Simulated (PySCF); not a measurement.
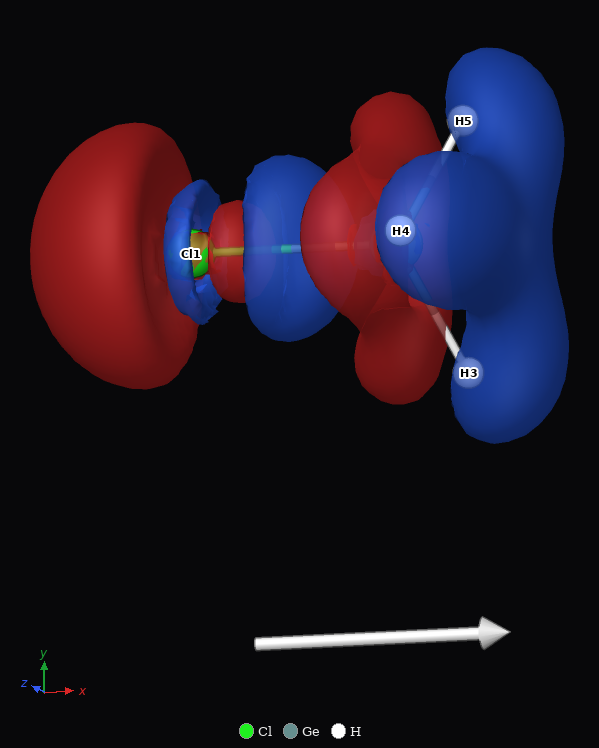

Figure 1: ClGeH$_{3}$, SMILES `Cl[GeH3]`. Change of the electron density in a uniform field of 0.21 V/Å along +x (arrow), surfaces at ±0.0015 e/Å³ (red: gain, blue: loss).

Method: PBE0/def2-TZVP; geometry: GFN2-xTB; program: PySCF. No frequency check shows the geometry to be a minimum. A basis without diffuse functions makes polarisabilities too small. GFN2-xTB bond lengths at metals and heavier atoms can be off by up to 0.1 Å and shapes distorted, which carries into these values.

Question: What dipole is induced, and what polarisability does it imply?

Answer: The induced dipole is 0.49 D (along the field); α along this axis, from the fields in both directions, is 49 bohr³ (7.2 Å³).

Question: Which atoms gain and lose the most charge?

Answer: Electrons gather most on Cl1 (Hirshfeld charge changes by −0.022 e) and leave Ge2 most (+0.006 e); 0.042 electrons are displaced in all.
